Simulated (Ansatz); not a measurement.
# Calculations on WH4SOF4

**1. Relaxation**

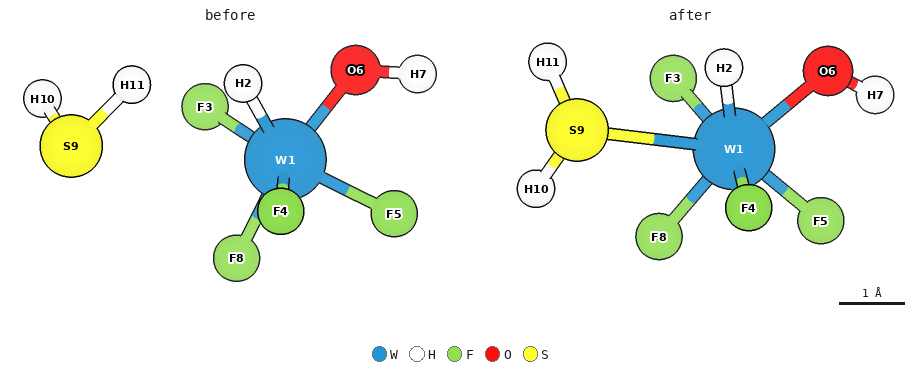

The structure of WH$_{4}$SOF$_{4}$ before (left) and after (right) a relaxation, at one scale.

A ball-and-stick model, seen at a tilt.

The run prepares an end point of a later path (reaction) calculation, from a guessed geometry.

Computed with RKS BHLYP/def2-SVP (Ansatz). Settings: no spin polarisation; force threshold 0.03 eV/Å; at most 50 steps.

**Describe what moved and what it gained.**

H10 moves most after the best rigid fit: 1.51 Å. Largest moves by element: H 1.51 Å, F 0.78 Å, S 0.75 Å, O 0.60 Å, W 0.29 Å. Near-neighbour distances that change, for instance: W1–S9 3.619 → 2.755 Å, W1–F8 1.852 → 1.903 Å, W1–O6 1.862 → 1.898 Å, S9–H11 1.375 → 1.342 Å. New bonds form, among them: W1–S9 (3.62 → 2.75 Å). Among the angles between lasting bonds that change: F3–W1–F5 143.4° → 117.6°, F4–W1–O6 129.8° → 108.2°, F3–W1–F4 134.7° → 153.8°. Groups turn about W1–O6 by about 40°. After 33 accepted moves (38 points after the start) the energy has fallen by 0.290 eV. The largest force component goes from 0.78 to 0.028 eV/Å. The line search rejected the trial steps at points 5, 19, 24, 34, 37 of the run. The forces were under the threshold at step 25, but the run went on from there.

**2. Relaxation**

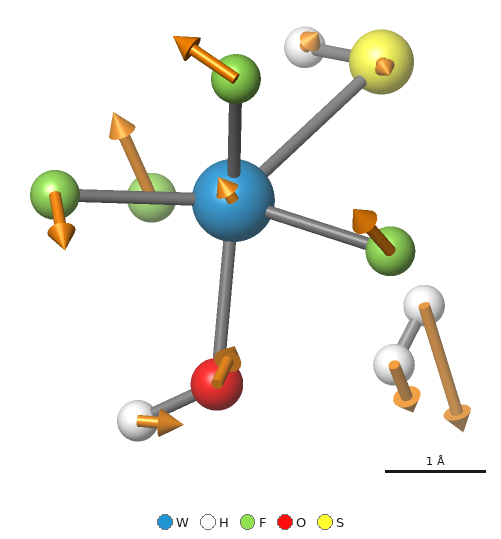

This is a relaxation of WH$_{4}$SOF$_{4}$. The starting structure is drawn; orange arrows show the displacements, at their true length. The two geometries are superimposed by the best rigid fit.

A ball-and-stick model, seen from a free direction.

The run prepares an end point of a later path (reaction) calculation, from a guessed geometry.

Level of theory: RKS BHLYP/def2-SVP (Ansatz 0.2.0). Set-up: no spin polarisation; force threshold 0.03 eV/Å; at most 50 steps.

### What did the optimiser do to the structure, and how much energy did it gain?

The largest move after the best rigid fit is that of an H atom, 1.56 Å. By element the largest moves are H 1.56 Å, F 1.05 Å, O 0.63 Å, W 0.31 Å, S 0.22 Å. Some distances before and after: H–W 2.932 → 3.935 Å, S–W 2.409 → 2.360 Å, H–H 0.714 → 0.754 Å, F–W 1.871 → 1.848 Å. Bond angles that change, for instance: F–W–F 131.9° → 91.0°, F–W–S 135.9° → 171.6°, F–W–F 137.0° → 105.7°. After 22 accepted moves (24 points after the start) the energy has fallen by 12.8 kcal/mol. The largest force component goes from 1.5 to 0.027 eV/Å. The line search rejected the trial steps at points 15, 17 of the run.

Limits of the set-up: the start holds two separate molecules, 2.5 Å apart at their closest, whose relative position is a soft coordinate and is computed without a dispersion correction.

**3. Path**

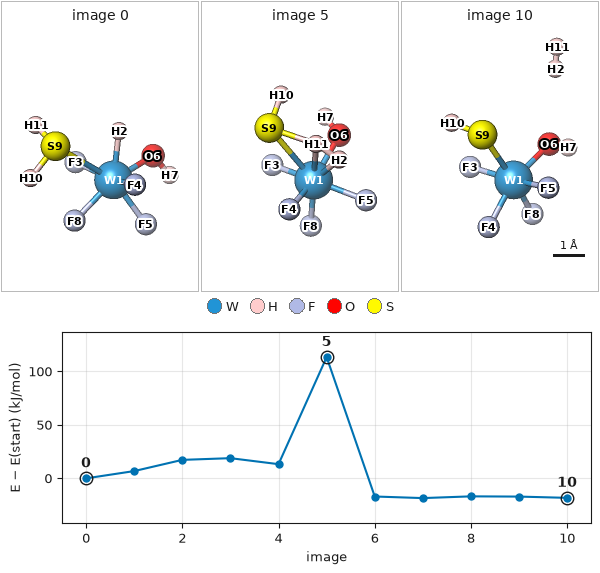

NEB run on WH4SOF4. Images are numbered from 0 (start) to 10 (end). A ball-and-stick model, seen at a tilt.

Theory: Ansatz 0.2.0, RKS BHLYP/def2-SVP. Settings: 9 movable images; climbing image; force threshold 0.05 eV/Å; iteration limit 60; starting path through a guess of the saddle point.

Q: What happens along the path, and what is the barrier?

A: The path has more than one stage, and so few images may leave a stage unresolved. Breaking: S9–H11 (1.34 → 1.66 at the top → 4.07 Å), W1–H2 (1.68 → 1.84 at the top → 3.93 Å). Forming: H2–H11 (2.78 → 0.94 at the top → 0.75 Å). The energy climbs by 113.4 kJ/mol to image 5 and then falls by 131.7 kJ/mol, so the end point sits at −18.2 kJ/mol. The profile has 3 maxima (images 3, 5, 8) with a dip at image 4 (+13.3 kJ/mol), so the process runs in steps. The band converged in 39 iterations. The largest component of the band force went from 230 to 0.044 eV/Å. The climbing image converged on the top of the path. Its vibrational analysis gives one imaginary mode (702i cm⁻¹), as a transition state must have.

The run took 21 min on 4 threads of Arm Neoverse V1, on a shared host, peak memory 0.45 GiB.
